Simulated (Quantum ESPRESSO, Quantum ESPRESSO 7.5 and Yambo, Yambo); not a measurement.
## Beyond one shot: PbO (P4/nmm)

Aim: iterate the self-energy on PbO (P4/nmm) and follow the gap from cycle to cycle.

Program: Quantum ESPRESSO 7.5 and Yambo 5.3.0. Level of theory: PBE and many-body steps on it, plane waves. Results are calculated unless marked as measured.

The database entry behind the starting cell differs from later determinations by our own check (c about 1 % long), so it need not match the best structure at ambient conditions.

## 1. The starting structure

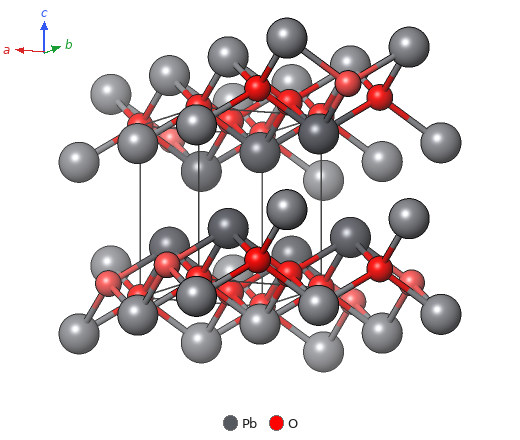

The cell as given, from a free direction (lead dark grey, oxygen red). 1×2×1 cells are drawn. Some periodic images of atoms are drawn too.

Coordinates:

```cif
data_structure
_symmetry_space_group_name_H-M 'P4/nmm:1'
_symmetry_Int_Tables_number 129
_cell_length_a 3.9600
_cell_length_b 3.9600
_cell_length_c 5.0700
_cell_angle_alpha 90.000
_cell_angle_beta 90.000
_cell_angle_gamma 90.000
_cell_volume 79.51
loop_
_atom_site_label
_atom_site_type_symbol
_atom_site_symmetry_multiplicity
_atom_site_Wyckoff_symbol
_atom_site_fract_x
_atom_site_fract_y
_atom_site_fract_z
_atom_site_occupancy
Pb1 Pb 2 c 0.00000 0.50000 0.23851 1
O1 O 2 a 0.00000 0.00000 0.00000 1
```

The cell and positions come from the Crystallography Open Database and are kept as given unless a step says otherwise. Spin-orbit coupling is left out unless a step names it.

## 2. Empty states on the mesh, 4×4×2 mesh, 145 bands

This step: Quantum ESPRESSO 7.5; DFT, PBE, plane waves, norm-conserving pseudopotentials.

The sums over transitions need many empty states on a uniform mesh; this step solves for them.

pw.in

```
&control
  calculation = 'nscf'
  prefix = 'x'
  outdir = 'o'
  pseudo_dir = 'pseudo'
/
&system
  ibrav = 0
  nat = 4
  ntyp = 2
  ecutwfc = 76.0
  nbnd = 145
  force_symmorphic = .true.
/
&electrons
  conv_thr = 1e-9
  electron_maxstep = 80
  diago_full_acc = .true.
  diago_thr_init = 5e-6
/
ATOMIC_SPECIES
  Pb 207.2 Pb.upf
  O 15.999 O.upf
CELL_PARAMETERS angstrom
  3.9600000000 0.0000000000 0.0000000000
  0.0000000000 3.9600000000 0.0000000000
  0.0000000000 0.0000000000 5.0700000000
ATOMIC_POSITIONS crystal
  Pb 0.0000000000 0.5000000000 0.2385140000
  Pb 0.5000000000 0.0000000000 0.7614860000
  O 0.0000000000 0.0000000000 0.0000000000
  O 0.5000000000 0.5000000000 0.0000000000
K_POINTS automatic
  4 4 2 0 0 0
```

On the command line:

```sh
> OMP_NUM_THREADS=1 mpirun -n 8 pw.x -nk 4 -in pw.in > pw.out
```

The log of the run:

```text
Program PWSCF v.7.5 starts

     This program is part of the open-source Quantum ESPRESSO suite
     for quantum simulation of materials; please cite
         "P. Giannozzi et al., J. Phys.:Condens. Matter 21 395502 (2009);
         "P. Giannozzi et al., J. Phys.:Condens. Matter 29 465901 (2017);
         "P. Giannozzi et al., J. Chem. Phys. 152 154105 (2020);
     in publications or presentations arising from this work. More details at

     Atomic positions and unit cell read from directory:
     o/x.save/

     Message from routine setup:
[...]
-128.2830-128.2830 -69.9774 -69.9773 -69.9771 -69.9770 -69.9735 -69.9729
[...]
44.5791  45.4382  45.7789  46.5083  46.5506  46.8208  47.3082  47.4017
     [... 7 further rows ...]
    74.1494  74.6643  75.1311  75.3503  75.4141  76.3751  76.7433  77.2865
    77.3616

          k = 0.0000 0.2500-0.3905 (  6018 PWs)   bands (ev):

     [... further k-points ...]

     highest occupied, lowest unoccupied level (ev):    10.4904   11.6307

     XML data file, pseudopotentials, collected wavefunctions

=------------------------------------------------------------------------------=
   JOB DONE.
=------------------------------------------------------------------------------=
```

It took 7.6 s on 8 MPI ranks of Intel Xeon 6975P-C (Granite Rapids), shared host; peak memory 0.76 GiB; 59 s of CPU time.

Numbers from this step:

| Item | Value |
| --- | --- |
| gap | 1.140 eV |
| k of the valence top | 0, 0, 0 |
| k of the conduction bottom | -0.5, -0.5, 0 |
| least direct gap | 2.140 eV |
| k points computed | 12 |
| lowest point of the top converged band, above the valence top | 66.6389 eV |

On this mesh the gap is 1.140 eV.

The density comes from a self-consistent run that is not shown.

## 3. Conversion and set-up

This step: Yambo 5.3.0; conversion and set-up on PBE, plane waves, norm-conserving pseudopotentials.

The states are converted to the many-body program's format and the q mesh is built.

On the command line:

```sh
> (cd o/x.save; p2y > p2y.log; mv SAVE ../..); yambo > setup.log
```

The log of the run:

```text
 Yambo, version 5.3.0

 [02] CORE Variables Setup
 =========================

  [02.01] Unit cells
  ==================

  Cell kind             :  Unknown
  Atoms in the cell     :  Pb  O
  number of Pb atoms    :  2
  number of O  atoms    :  2

  List of atomic masses
  Mass of Pb    :  207.2000
  Mass of O     :  15.99900

  List of atomic coordinates    : [cc]
  Pb1       :  0.000000  3.741658  2.285182  order 1
  Pb2       :  3.741658  0.000000  7.295730  order 2
  O1       :  0.000000  0.000000  0.000000  order 3
  O2       :  3.741658  3.741658  0.000000  order 4

[...]
K/Q-points units:
 rlu = crystal or reduced units; cc = cartesian coordinates; iku = interal k-units

 Q [ 1]         [rlu]:  0.000000  0.000000  0.000000
 Q [ 2]         [rlu]:  0.000000  0.000000 -0.500000
 Q [ 3]         [rlu]:  0.000000  0.250000  0.000000
[...]
Q [ 8]         [rlu]:  0.250000  0.250000 -0.500000
 Q [ 9]         [rlu]:  0.250000 -0.500000  0.000000
 Q [10]         [rlu]:  0.250000 -0.500000 -0.500000
 Q [11]         [rlu]: -0.500000 -0.500000  0.000000
 Q [12]         [rlu]: -0.500000 -0.500000 -0.500000

  [03.01] X indexes
  =================

   [03.01.01] Sigma indexes
   ========================

 [06] Game Over & Game summary
```

Wall time 2.3 s (1 MPI rank); peak memory 0.25 GiB.

## 4. G0W0

G0W0 replaces the xc potential by the self-energy, built once from these orbitals. Only a window of levels is corrected, while the sums run over the empty bands that the input names.

This step: G0W0 on PBE, plane waves, norm-conserving pseudopotentials.

gw1.in

```
HF_and_locXC
gw0
dyson
ppa
em1d
rim_cut
RandQpts= 1000000
RandGvec= 1 RL
EXXRLvcs= 76 Ry
VXCRLvcs= 304 Ry
Chimod= "HARTREE"
% BndsRnXp
 1 | 145 |
%
NGsBlkXp= 11 Ry
% LongDrXp
 1 | 1 | 1 |
%
% GbndRnge
 1 | 145 |
%
DysSolver= "n"
ExtendOut
PPAPntXp= 27.21138 eV
% QPkrange
 1 | 1 | 27 | 30 |
 11 | 11 | 27 | 30 |
%
```

On the command line:

```sh
> OMP_NUM_THREADS=1 mpirun -n 8 yambo -F gw1.in -J gw1 -C gw1 > gw1.log
```

The log of the run:

```text
 Yambo, version 5.3.0

 [02] CORE Variables Setup
 =========================

  [... cell, symmetries and grids as in the set-up ...]

  [02.05] Energies & Occupations
  ==============================

  [X] === General ===
  [X] Electronic Temperature                        :  0.000000  0.000000 [eV K]
  [X] Bosonic    Temperature                        :  0.000000  0.000000 [eV K]
  [X] Finite Temperature mode                       : no
  [X] El. density                                   :  0.70435E+24 [cm-3]
  [X] Fermi Level                                   :  10.49037 [eV]

  [X] === Gaps and Widths ===
  [X] Conduction Band Min                           :  1.140335 [eV]
  [X] Valence Band Max                              :  0.000000 [eV]
  [X] Filled Bands                                  :  28
  [X] Empty Bands                                   :   29  145
  [X] Direct Gap                                    :  2.139708 [eV]
  [X] Direct Gap localized at k                     :  11
  [X] Indirect Gap                                  :  1.140335 [eV]
  [X] Indirect Gap between kpts                     :   1  11
  [X] Last valence band width                       :  1.733892 [eV]
  [X] 1st conduction band width                     :  2.397837 [eV]

 [03] Transferred momenta grid and indexing
 ==========================================

 IBZ Q-points                                      :  12
 BZ  Q-points                                      :   32

 K/Q-points units:
 rlu = crystal or reduced units; cc = cartesian coordinates; iku = interal k-units

 Q [ 1]         [rlu]:  0.000000  0.000000  0.000000
 Q [ 2]         [rlu]:  0.000000  0.000000 -0.500000
 Q [ 3]         [rlu]:  0.000000  0.250000  0.000000
 Q [ 4]         [rlu]:  0.000000  0.250000 -0.500000
 Q [ 5]         [rlu]:  0.000000 -0.500000  0.000000
 Q [ 6]         [rlu]:  0.000000 -0.500000 -0.500000
 Q [ 7]         [rlu]:  0.250000  0.250000  0.000000
 Q [ 8]         [rlu]:  0.250000  0.250000 -0.500000
 Q [ 9]         [rlu]:  0.250000 -0.500000  0.000000
 Q [10]         [rlu]:  0.250000 -0.500000 -0.500000
 Q [11]         [rlu]: -0.500000 -0.500000  0.000000
 Q [12]         [rlu]: -0.500000 -0.500000 -0.500000

 [04] Coloumb potential Random Integration (RIM)
 ===============================================

  [04.01] RIM initialization
  ==========================

  * Diagonal components only detected *

  8 x (sBL volume)        :  0.115581 [a.u.]
  sBZ random points       :  1000000
  Points outside the sBZ  :   7992674
  RL volume               :  0.462322 [a.u.]
  Integrated volume       :  0.462746 [a.u.]

  [04.02] RIM integrals
  =====================

  Gamma point sphere radius             :  0.088358 [a.u.]
  Points outside the sphere             :   799859
  [Int_sBZ(q=0) 1/q^2]*(Vol_sBZ)^(-1/3) =:  7.508321
                                 should be <:  7.795600

  Summary of Coulomb integrals for non-metallic bands |Q|[au] RIM/Bare

  Q [1] 0.100000E-4 0.963149 * Q [3] 0.209906 0.939180
  Q [7] 0.296853 0.985912 * Q [2] 0.327901 1.190425
  Q [4] 0.389333 1.098551 * Q [5] 0.419813 0.988250
  Q [8] 0.442313 1.058096 * Q [9] 0.469365 0.992508
  Q [6] 0.532693 1.023701 * Q [10] 0.572558 1.017510
  Q [11] 0.593705 0.996346 * Q [12] 0.678237 1.008321

 [05] Dipoles
 ============

  [05.01] Setup: observables and procedures
  =========================================

  [WARNING] [x,Vnl] slows the Dipoles computation. To neglect it rename the ns.kb_pp file

 [06] Dynamic Dielectric Matrix (PPA)
 ====================================

 [SLK-Inversion]  Pools        :  2
 [SLK-Inversion]  BLACS grid   :  2  2

 [WR./gw1//ndb.pp]---------------------------------------------------------------
  Brillouin Zone Q/K grids (IBZ/BZ)                :   12   32   12   32
  RL vectors                                       :   7421 [WF]
  Coulomb cutoff potential                         : none
  Electronic Temperature                           :  0.000000 [K]
  Bosonic    Temperature                           :  0.000000 [K]
  PPA    diel. fun.  energies                      : Perdew, Burke & Ernzerhof(X)+Perdew, Burke & Ernzerhof(C)
  wavefunctions                                    : Perdew, Burke & Ernzerhof(X)+Perdew, Burke & Ernzerhof(C)
  Global Gauge                                     : length
  X matrix size                                    :   347
  X band range                                     :    1  145
  X e/h energy range                               : -1.000000 -1.000000 [eV]
  X Time ordering                                  : R
  X Hxc Kernel                                     : HARTREE
  X Drude frequency                                :  0.000000  0.000000
  X poles                                          :  100.0000 [o/o]
  RL vectors in the sum                            :   7421
  [r,Vnl] included                                 : yes
  Field direction                                  :  0.577350E-5  0.577350E-5  0.577350E-5
  BZ energy Double Grid                            : no
  BZ energy DbGd points                            : 0
  BZ Q point size factor                           : -1.000000
  X Optical Averaged directions                    : none

 [07] Local Exchange-Correlation + Non-Local Fock
 ================================================

 [VXC] Plane waves :   48109
 [EXS] Plane waves :   6039

 QP @ state[ 1 ] K range:  1  1
 QP @ state[ 1 ] b range:  27  30
 QP @ state[ 2 ] K range:  11  11
 QP @ state[ 2 ] b range:  27  30

 [xc] Functional : Perdew, Burke & Ernzerhof(X)+Perdew, Burke & Ernzerhof(C)
 [xc] LIBXC used to calculate xc functional
  PP Number of Atomic Species                      :  2
  NLCC RL compoments                               :   48109
  PP Number of Atomic Species                      :  2
  NLCC RL compoments                               :   48109

 [xc] E_xc :  -38.90203 [Ha]
      E_xc :  -77.80407 [Ry]

  Local XC kind (lXC) : Perdew, Burke & Ernzerhof(X)+Perdew, Burke & Ernzerhof(C)
  Non-Local XC kind (nlXC) : Hartree-Fock

  Corrections @ K [1] :  [eV]
 <27|nlXC|27> = -24.38335  0.18393E-16 <27|lXC|27> = -19.64458 -0.75527E-15
 <28|nlXC|28> = -20.42662 -0.16977E-16 <28|lXC|28> = -18.04754 -0.75527E-15
 <29|nlXC|29> = -8.474806 -0.60528E-17 <29|lXC|29> = -12.42385  0.000000
 <30|nlXC|30> = -6.816524  0.12640E-17 <30|lXC|30> = -11.34141  0.000000

  Corrections @ K [11] :  [eV]
 <27|nlXC|27> = -24.98348 -0.89442E-17 <27|lXC|27> = -20.40857  0.000000
 <28|nlXC|28> = -24.98331  0.13381E-16 <28|lXC|28> = -20.40857  0.000000
 <29|nlXC|29> = -6.808502  0.91890E-17 <29|lXC|29> = -10.08602  0.000000
 <30|nlXC|30> = -6.808506 -0.30438E-17 <30|lXC|30> = -10.08602 -0.23602E-16

 [08] Dyson equation: Newton solver
 ==================================

  [08.01] G0W0 (W PPA)
  ====================

  [  GW  ] Bands range     :    1  145
  [GW/PPA] G damping       :  0.100000 [eV]

  QP @ state[ 1 ] K range:  1  1
  QP @ state[ 1 ] b range:  27  30
  QP @ state[ 2 ] K range:  11  11
  QP @ state[ 2 ] b range:  27  30

   Sc/G bands                                       :    1  145
   Sc/G damping                                     :  0.100000 ev
   Sc bands terminator                              : no
   Sx RL components                                 :   6039

   QP @ state[ 1 ] K range                          :  1  1
   QP @ state[ 1 ] b range                          :  27  30
   QP @ state[ 2 ] K range                          :  11  11
   QP @ state[ 2 ] b range                          :  27  30
   GF energies kind                                 : Perdew, Burke & Ernzerhof(X)+Perdew, Burke & Ernzerhof(C)
   GF WF`s kind                                     : Perdew, Burke & Ernzerhof(X)+Perdew, Burke & Ernzerhof(C)
   Xs energies kind                                 : Perdew, Burke & Ernzerhof(X)+Perdew, Burke & Ernzerhof(C)
   Xs WF`s kind                                     : Perdew, Burke & Ernzerhof(X)+Perdew, Burke & Ernzerhof(C)

 [11] Game Over & Game summary
```

Elapsed: 98 s, on 8 MPI ranks; peak memory 4.7 GiB; 13 min of CPU time.

This step gave:

| Item | Value |
| --- | --- |
| G0W0 gap on the points computed | 1.214 eV |
| starting gap on the mesh | 1.140 eV |
| k of the valence top | 0, 0, 0 |
| k of the conduction bottom | -0.5, -0.5, 0 |
| least direct G0W0 gap on the computed points | 2.095 eV |
| Z at the valence top | 0.7890 |
| Z at the conduction bottom | 0.8363 |

The gap on the mesh goes from 1.14 eV to 1.21 eV, a correction of +0.07 eV.

## 5. evGW0, cycle 1

This step: evGW0 on PBE, plane waves, norm-conserving pseudopotentials.

gw3.in, as its differences from gw1.in of step 4:

```diff
@@ -25,4 +25,4 @@
 % QPkrange
- 1 | 1 | 27 | 30 |
- 11 | 11 | 27 | 30 |
+ 1 | 12 | 26 | 31 |
 %
+GfnQPdb= "E < ./gw2/ndb.QP"
```

On the command line:

```sh
> OMP_NUM_THREADS=1 mpirun -n 8 yambo -F gw3.in -J gw3,gw1_W -C gw3 > gw3.log
```

The log of the run:

```text
 Yambo, version 5.3.0

 [02] CORE Variables Setup
 =========================

  [... cell, symmetries and grids as in the set-up ...]

  [02.05] Energies & Occupations
  ==============================

  [X] === General ===
  [X] Electronic Temperature                        :  0.000000  0.000000 [eV K]
  [X] Bosonic    Temperature                        :  0.000000  0.000000 [eV K]
  [X] Finite Temperature mode                       : no
  [X] El. density                                   :  0.70435E+24 [cm-3]
  [X] Fermi Level                                   :  10.49037 [eV]

  [X] === Gaps and Widths ===
  [X] Conduction Band Min                           :  1.140335 [eV]
  [X] Valence Band Max                              :  0.000000 [eV]
  [X] Filled Bands                                  :  28
  [X] Empty Bands                                   :   29  145
  [X] Direct Gap                                    :  2.139708 [eV]
  [X] Direct Gap localized at k                     :  11
  [X] Indirect Gap                                  :  1.140335 [eV]
  [X] Indirect Gap between kpts                     :   1  11
  [X] Last valence band width                       :  1.733892 [eV]
  [X] 1st conduction band width                     :  2.397837 [eV]

 [03] Transferred momenta grid and indexing
 ==========================================

 IBZ Q-points                                      :  12
 BZ  Q-points                                      :   32

 K/Q-points units:
 rlu = crystal or reduced units; cc = cartesian coordinates; iku = interal k-units

 Q [ 1]         [rlu]:  0.000000  0.000000  0.000000
 Q [ 2]         [rlu]:  0.000000  0.000000 -0.500000
 Q [ 3]         [rlu]:  0.000000  0.250000  0.000000
[...]
[G+QP] Direct Gap localized at k                  :  11
  [G+QP] Indirect Gap                               :  1.214568 [eV]
  [G+QP] Indirect Gap between kpts                  :   1  11
  [G+QP] Last valence band width                    :  2.136521 [eV]
  [G+QP] 1st conduction band width                  :  2.781707 [eV]

  [coarse-grid] Minimum Bare Gap        [ev]:  1.140335
  [coarse-grid] Minimum Gap Correction  [ev]:  0.074233

  Eqp @ K [ 1]
  -154.1968 -154.1967  -89.4027  -89.4027  -89.4022  -89.4022  -89.3985  -89.3976
  -20.37088 -19.77257 -17.82658 -17.82658 -17.75957 -17.75630 -17.66255 -17.58117
  -17.57787 -17.57787 -17.55910 -16.06203  -8.06546  -7.51120  -4.68011  -4.68011
[...]
Eqp @ K [ 2]
[...]
Eqp @ K [ 3]
[...]
Eqp @ K [ 8]
[...]
Eqp @ K [ 9]
[...]
[... 13 further rows ...]
   16.57430  16.57431  19.30563  19.30563  20.89011  20.89011  21.68102  21.68103
   22.21895  22.21895  22.27706  22.27706  24.79014  24.79014  26.75097  26.75097

 [07] Dipoles
 ============

  [07.01] Setup: observables and procedures
  =========================================

 [08] Dynamic Dielectric Matrix (PPA)
 ====================================

   Sc/G bands                                       :    1  145
   Sc/G damping                                     :  0.100000 ev
   Sc bands terminator                              : no
   Sx RL components                                 :   6039

   QP @ state[ 1 ] K range                          :   1  12
   QP @ state[ 1 ] b range                          :  26  31
   GF energies kind                                 : Perdew, Burke & Ernzerhof(X)+Perdew, Burke & Ernzerhof(C)+ E < ./gw2/ndb.QP + @E Fit
   GF WF`s kind                                     : Perdew, Burke & Ernzerhof(X)+Perdew, Burke & Ernzerhof(C)
   Xs energies kind                                 : Perdew, Burke & Ernzerhof(X)+Perdew, Burke & Ernzerhof(C)
   Xs WF`s kind                                     : Perdew, Burke & Ernzerhof(X)+Perdew, Burke & Ernzerhof(C)

 [13] Game Over & Game summary
```

Elapsed: 2.9 min, on 8 MPI ranks; peak memory 4.9 GiB.

This step gave:

```
quasiparticle gap on the mesh                         : 1.251 eV
gap of the density functional on the mesh             : 1.140 eV
k of the valence top                                  : 0, 0, 0
k of the conduction bottom                            : -0.5, -0.5, 0
least direct quasiparticle gap on the computed points : 2.142 eV
Z at the valence top                                  : 0.7934
Z at the conduction bottom                            : 0.8410
```

Against G0W0 in Yambo (4×4×2 mesh, 145 bands, screening to 149.7 eV, Godby-Needs plasmon pole), the gap moves by +0.037 eV.

The program's own table gives 1.263 eV, which is too large where the input levels are shifted: this version takes Σc at the unshifted level E₀, yet steps from the shifted one. The value above is the Newton step from E₀, E₀ + Z(Σc + Σx − Vxc), rebuilt from the printed columns.

(Part 1 of 2 ends here.)

[Paths, hosts, dates, memory and timing lines, banners, echoed tables and standing remarks are left out of the program output.]

[Logs are printed without paths, hosts, clocks, repeated set-up lines and the standing remarks that a program may print on its own settings, such as how far it seeks lower states.]

[Runs of the session that timed out or met a known fault of the program may be left out.]

[Hosts, paths, dates, database ids (printed as entryN), source tags and the programs' standing remarks are cut or masked in the printed files.]
